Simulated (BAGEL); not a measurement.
**BH3SO (SMILES OBS) at PBE0/def2-TZVP (density fitting with qzvpp-jkfit)**

Aim: the energy change on altering one bond length of BH3SO at PBE0/def2-TZVP (density fitting with qzvpp-jkfit), from 2 runs. 

The calculation is run with BAGEL 1.2.2.

### 1 The system as given

BH3SO has 6 atoms, charge 0, and is taken as a singlet. SMILES: `OBS`. The shape is that of a PBE0-D4/def2-TZVP optimisation. This is one conformer, not always the lowest.

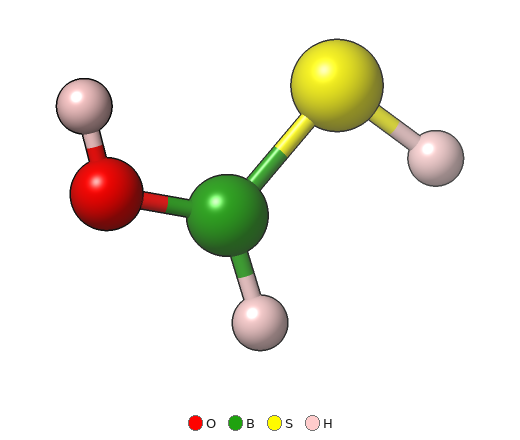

The structure, seen from a chosen angle (oxygen red, boron green, sulfur yellow, hydrogen pink).

### 2 A single-point energy at PBE0/def2-TZVP (density fitting with qzvpp-jkfit)

input.json reads:

```json
{ "bagel": [

{
  "title": "molecule",
  "basis": "def2-tzvp.json",
  "df_basis": "qzvpp-jkfit",
  "angstrom": true,
  "geometry": [
    { "atom": "O", "xyz": [      -1.104400,      -0.090400,      -1.001800 ] },
    { "atom": "B", "xyz": [       0.054600,       0.169700,      -0.358100 ] },
    { "atom": "S", "xyz": [       0.336900,      -0.392500,       1.342100 ] },
    { "atom": "H", "xyz": [      -1.753100,      -0.587100,      -0.495400 ] },
    { "atom": "H", "xyz": [       0.894300,       0.783600,      -0.941900 ] },
    { "atom": "H", "xyz": [       1.571700,       0.116600,       1.455100 ] }
  ]
},

{
  "title": "ks",
  "xc_func": "pbe0"
},

{
  "title": "print",
  "file": "orbitals.molden",
  "orbitals": true
}

]}
```

The basis set def2-TZVP is read from a file made from the Basis Set Exchange's data (not shown).

On the command line:

```sh
$ BAGEL_NUM_THREADS=1 BAGEL input.json > input.out
```

Output:

```text
* using 1 threads per process

  ===============================================================
  ===============================================================

  *** Geometry ***

  { "atom" : "O", "xyz" : [     -2.087014,     -0.170831,     -1.893128 ] },
  { "atom" : "B", "xyz" : [      0.103179,      0.320687,     -0.676711 ] },
  { "atom" : "S", "xyz" : [      0.636649,     -0.741718,      2.536201 ] },
  { "atom" : "H", "xyz" : [     -3.312879,     -1.109458,     -0.936170 ] },
  { "atom" : "H", "xyz" : [      1.689982,      1.480789,     -1.779933 ] },
  { "atom" : "H", "xyz" : [      2.970083,      0.220342,      2.749740 ] },

  Number of auxiliary basis functions:      334

  Since a DF basis is specified, we compute 2- and 3-index integrals:
    o Being stored without compression. Storage requirement is 0.037 GB

  Number of basis functions:      117
  Number of electrons      :       32

    * METHOD: MOLECULE                             0.15

  *** Kohn-Sham DFT ***

    * Removing 9720 points whose weight is below 1.00e-10
    * Grid points: 79716

  === Nuclear Repulsion ===
    88.7688684799

       - DIIS with orbital gradients will be used.

  === KS iteration (pbe0 / def2-tzvp.json) ===
      0       -397.55800726          0.17915965           0.28
      1       -306.73742050          0.22934075           0.28
      2       -387.78546726          0.18151589           0.29
      3       -492.06045230          0.08515720           0.28
      4       -495.01905122          0.08228499           0.29
      5       -499.57533470          0.02424336           0.28
      6       -499.45802507          0.03244670           0.28
      7       -499.77615326          0.01723866           0.28
      8       -499.93094143          0.00454838           0.29
      9       -499.94014004          0.00173456           0.29
     10       -499.94120675          0.00041519           0.28
     11       -499.94127659          0.00009281           0.28
     12       -499.94128072          0.00003333           0.28
     13       -499.94128112          0.00001120           0.29
     14       -499.94128116          0.00000307           0.29
     15       -499.94128117          0.00000094           0.29
     16       -499.94128117          0.00000019           0.29
     17       -499.94128117          0.00000008           0.29
     18       -499.94128117          0.00000003           0.29
     19       -499.94128117          0.00000002           0.30
     20       -499.94128117          0.00000000           0.29
    * SCF iteration converged.

    * Permanent dipole moment:
           (    0.038511,     0.121950,    -0.258360) a.u.

    * METHOD: KS                                   6.48

    * METHOD: PRINT                                0.03

  ===============================================================
```

Wall time 6.9 s (1 thread of Arm Neoverse V1, shared host); peak memory 0.43 GiB.

### 3 The distorted shape, same level

calc.json reads:

```json
{ "bagel": [

{
  "title": "molecule",
  "basis": "def2-tzvp.json",
  "df_basis": "qzvpp-jkfit",
  "angstrom": "true",
  "geometry": [
    { "atom": "O", "xyz": [      -1.524241,      -0.397344,      -0.709906 ] },
    { "atom": "B", "xyz": [      -0.365241,      -0.137244,      -0.066206 ] },
    { "atom": "S", "xyz": [      -0.082941,      -0.699444,       1.633994 ] },
    { "atom": "H", "xyz": [      -2.172941,      -0.894044,      -0.203506 ] },
    { "atom": "H", "xyz": [       0.894300,       0.783600,      -0.941900 ] },
    { "atom": "H", "xyz": [       1.151859,      -0.190344,       1.746994 ] }
  ]
},

{
  "title": "ks",
  "xc_func": "pbe0"
},

{
  "title": "print",
  "file": "orbitals.molden",
  "orbitals": "true"
}

]}
```

The basis set def2-TZVP is read from a file made from the Basis Set Exchange's data (not shown).

On the command line:

```sh
$ BAGEL_NUM_THREADS=1 BAGEL calc.json > calc.out
```

Output:

```text
* using 1 threads per process

  ===============================================================
  ===============================================================

  *** Geometry ***

  { "atom" : "O", "xyz" : [     -2.880398,     -0.750871,     -1.341528 ] },
  { "atom" : "B", "xyz" : [     -0.690205,     -0.259354,     -0.125111 ] },
  { "atom" : "S", "xyz" : [     -0.156736,     -1.321758,      3.087801 ] },
  { "atom" : "H", "xyz" : [     -4.106263,     -1.689498,     -0.384571 ] },
  { "atom" : "H", "xyz" : [      1.689982,      1.480789,     -1.779933 ] },
  { "atom" : "H", "xyz" : [      2.176698,     -0.359698,      3.301340 ] },

  Number of auxiliary basis functions:      334

  Since a DF basis is specified, we compute 2- and 3-index integrals:
    o Being stored without compression. Storage requirement is 0.037 GB

  Number of basis functions:      117
  Number of electrons      :       32

    * METHOD: MOLECULE                             0.15

  *** Kohn-Sham DFT ***

    * Removing 9197 points whose weight is below 1.00e-10
    * Grid points: 80239

  === Nuclear Repulsion ===
    87.0935330164

       - DIIS with orbital gradients will be used.

  === KS iteration (pbe0 / def2-tzvp.json) ===
      0       -397.91718253          0.17877112           0.29
      1       -306.62054896          0.22472858           0.29
      2       -388.24593195          0.18084894           0.29
      3       -492.20402569          0.08508059           0.29
      4       -491.99756457          0.09577405           0.29
      5       -499.27676257          0.03371171           0.30
      6       -499.47645234          0.03149116           0.30
      7       -499.73637114          0.01564871           0.29
      8       -499.85939475          0.00478219           0.29
      9       -499.87255780          0.00161817           0.30
     10       -499.87371956          0.00043347           0.29
     11       -499.87380226          0.00010551           0.29
     12       -499.87380729          0.00004602           0.29
     13       -499.87380807          0.00001626           0.29
     14       -499.87380816          0.00000533           0.29
     15       -499.87380817          0.00000103           0.29
     16       -499.87380817          0.00000021           0.29
     17       -499.87380817          0.00000006           0.29
     18       -499.87380817          0.00000002           0.29
     19       -499.87380817          0.00000002           0.29
     20       -499.87380817          0.00000000           0.29
    * SCF iteration converged.

    * Permanent dipole moment:
           (    0.282928,     0.333832,    -0.510144) a.u.

    * METHOD: KS                                   6.63

    * METHOD: PRINT                                0.03

  ===============================================================
```

It took 7.2 s on 1 thread of Arm Neoverse V1, shared host; peak memory 0.43 GiB.

### 4 Outcome

Level: PBE0/def2-TZVP (density fitting with qzvpp-jkfit).

```
                                                         quantity          value
                                        first shape: total energy  -499.94128 Eh
                                       first shape: dipole moment         0.73 D
                                         first shape: HOMO energy       -7.90 eV
                                         first shape: LUMO energy       -0.05 eV
                                       first shape: HOMO–LUMO gap        7.85 eV
                                    distorted shape: total energy  -499.87381 Eh
                                   distorted shape: dipole moment         1.71 D
                                     distorted shape: HOMO energy       -7.93 eV
                                     distorted shape: LUMO energy       -0.25 eV
                                   distorted shape: HOMO–LUMO gap        7.68 eV
energy change with the B2–H5 bond stretched from 1.193 to 1.789 Å       1.836 eV
```

**Reading.** With the B2–H5 bond stretched from 1.193 to 1.789 Å the energy rises by 1.84 eV (177 kJ/mol).
